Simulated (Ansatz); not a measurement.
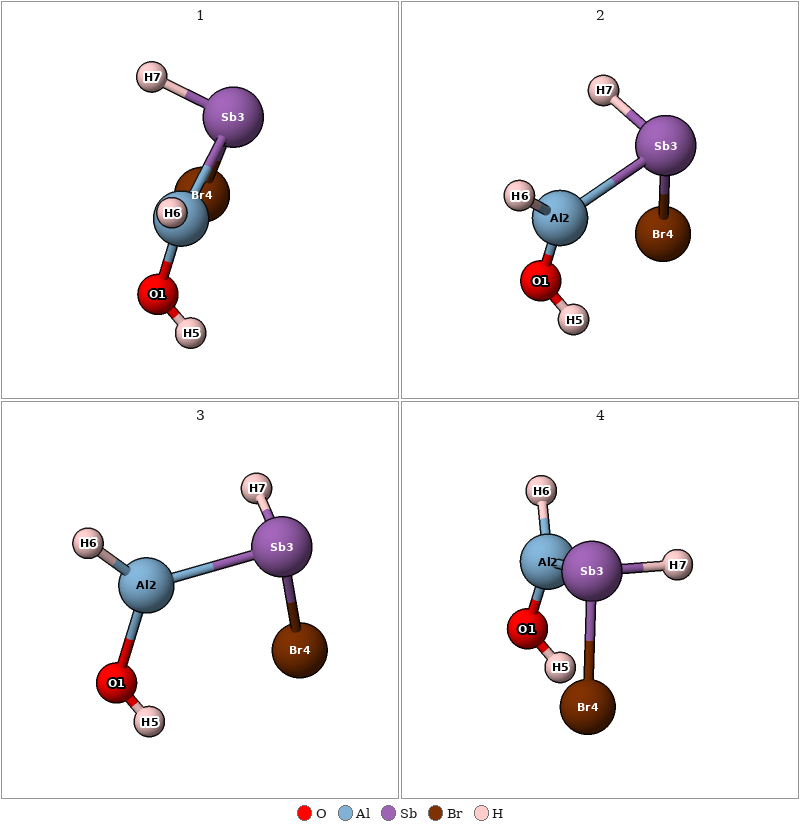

AlBrH3OSb, SMILES [OH][AlH][SbH][Br]. First axis: bond length O1–Al2. Second axis: dihedral H5–O1–Al2–Sb3. Nothing is relaxed (all other coordinates rigid). The grid has 13 × 12 points. Energies: kcal/mol, counted from the relaxed molecule at the same level. The reference is spin-restricted, which grows unreliable where a bond is stretched far. Level of theory: RKS CAM-B3LYP-D4/def2-SVP in Ansatz 0.2.0.

The numbered pictures are structures from this grid.

**Rank them by energy, lowest first.**

1, at bond length O1–Al2 = 1.675 Å, dihedral H5–O1–Al2–Sb3 = 90°: 8 kcal/mol; 4, at bond length O1–Al2 = 1.483 Å, dihedral H5–O1–Al2–Sb3 = −60°: 28 kcal/mol; 3, at bond length O1–Al2 = 2.154 Å, dihedral H5–O1–Al2–Sb3 = 30°: 39 kcal/mol; 2, at bond length O1–Al2 = 1.387 Å, dihedral H5–O1–Al2–Sb3 = 60°: 64 kcal/mol.

The map, with the structures marked:

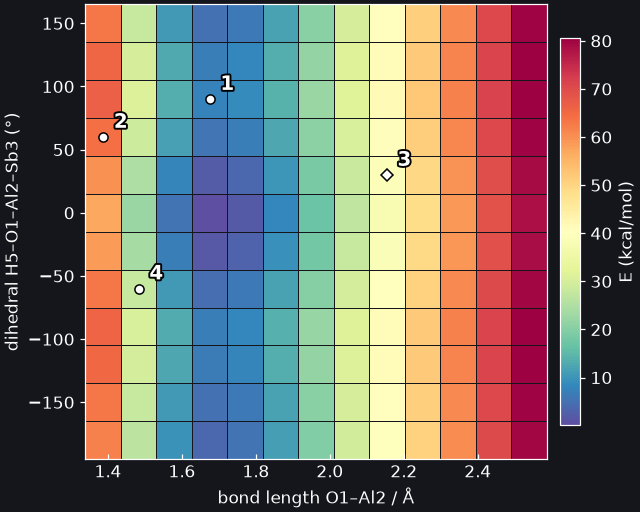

In the figure: one coloured cell a grid point.
